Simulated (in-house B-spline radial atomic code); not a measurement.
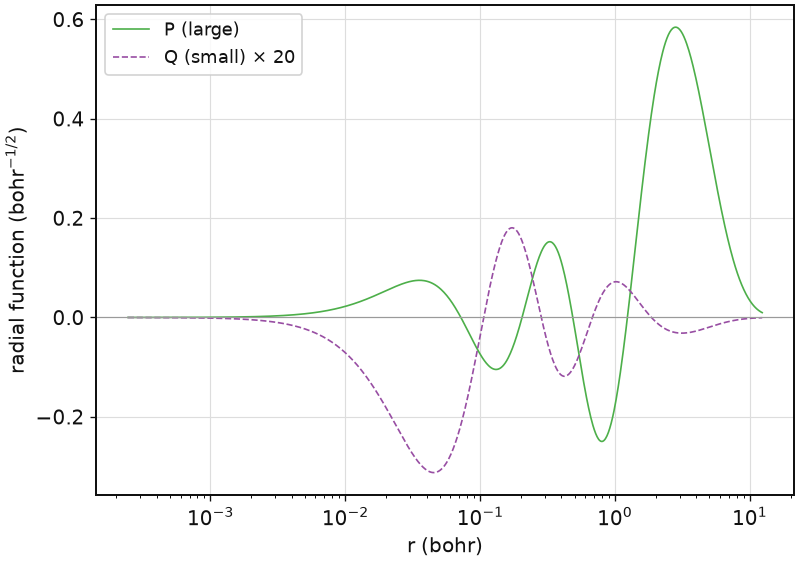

The neutral lead atom; electrons: [Xe] 4f14 5d10 6s2 6p2 (open shells shared over both j by 2j + 1). Method: Dirac-Hartree-Fock, average of configuration, Fermi nucleus, basis-set limit; computed with an in-house B-spline radial code.

```
Z = 82
electrons = 82.0
configuration = [Xe] 4f14 5d10 6s2 6p2
hamiltonian = dirac
method = hf
spin_polarised = False
nucleus = fermi
rms_radius = 5.5012
mass_number = 208
atomic_mass = 207.976652005
speed_of_light = 137.035999084
```

The plot shows the large and small radial components of the 6p3/2 spinor.

### Read the plot.

The spinor has κ = −2: the large component has l = 1 and 4 radial nodes (r = 0.0718, 0.204, 0.485 and 1.23 bohr), the small one has l = 2. The small component carries 0.0038 % of the norm; ⟨r⟩ = 3.52 bohr and the eigenvalue is −5.98 eV.
